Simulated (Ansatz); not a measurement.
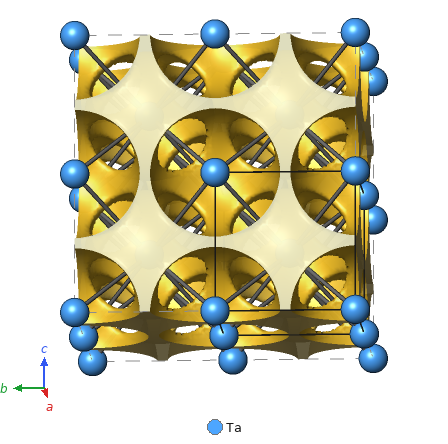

The yellow surface encloses the points that the centre of a probe sphere of radius 0.10 Å can occupy in Ta in space group Im-3m, computed on a grid of about 0.14 Å (2×2×2 cells shown, view from a free direction; pale faces close the region where the box cuts it).

The atoms' radii are touching radii (half the shortest distance): Ta 1.43 Å.

Source of the atomic positions: the input geometry of an electronic-structure calculation (not necessarily at equilibrium).

Space group Im-3m (No. 229). a = 3.310 Å, b = 3.310 Å, c = 3.310 Å, α = 90.00°, β = 90.00°, γ = 90.00°
| atom | site | symmetry | x | y | z |
| --- | --- | --- | --- | --- | --- |
| Ta | 2a | m-3m | 0.0000 | 0.0000 | 0.0000 |

**Do these regions connect?**

Where they connect, they form a three-dimensional network.

**What share of the cell can the probe's centre reach?**

About 19 % of the volume (6.8 Å³ of 36.3 Å³).

**Give the largest included and the largest free sphere.**

The largest sphere that fits anywhere has a diameter of 0.83 Å; the largest that can travel through the crystal, about 0.6 Å.

**How does the connectivity change as the probe shrinks?**

Below a radius of about 0.32 Å the space forms a three-dimensional network. These are grid estimates, good to about 0.05 Å.
